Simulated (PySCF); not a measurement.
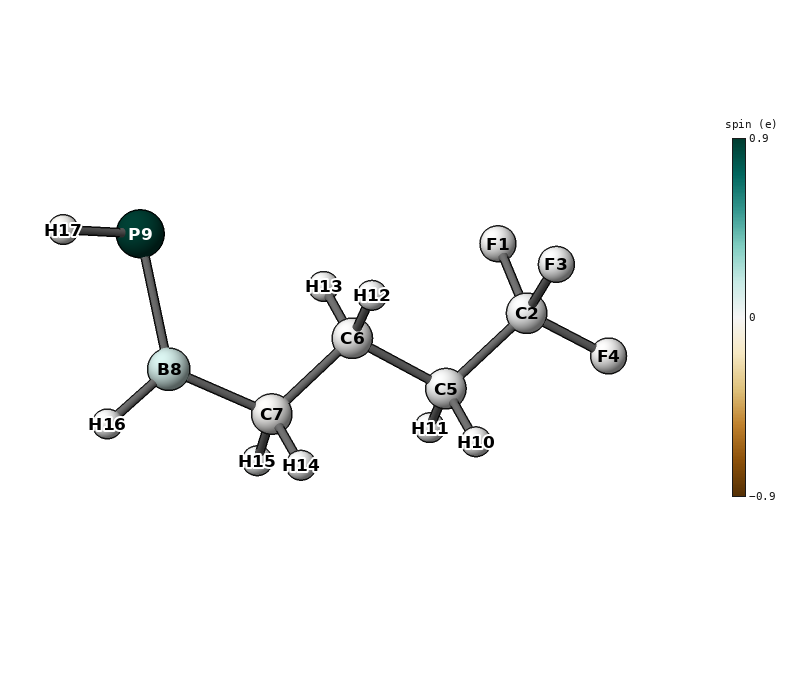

Atoms are coloured by their Mulliken spin populations. State: neutral, doublet. The geometry was computed by an optimisation with GFN2-xTB. No frequency run is at hand to confirm it as a minimum. Method: UKS B3LYP, pcH-1 on B C F H P, non-relativistic (PySCF 2.14.0).

**Which atom carries the largest spin population?**

P9 (0.89 e).

**Which atom has the lowest spin population?**

H17 (−0.02 e); a negative value comes from spin polarisation.

Give the Mulliken spin populations atom by atom.

| atom | value (e) |
| --- | --- |
| F1 | 0.00 |
| C2 | 0.00 |
| F3 | 0.00 |
| F4 | 0.00 |
| C5 | 0.00 |
| C6 | 0.00 |
| C7 | −0.01 |
| B8 | 0.13 |
| P9 | 0.89 |
| H10 | 0.00 |
| H11 | 0.00 |
| H12 | 0.00 |
| H13 | 0.00 |
| H14 | 0.00 |
| H15 | 0.01 |
| H16 | 0.00 |
| H17 | −0.02 |

Mulliken values depend strongly on the basis set. The geometry is semi-empirical. Around B, P such bond lengths and angles can be off by a tenth of an ångström or more and by several degrees, and values that hang on the shape move with them.
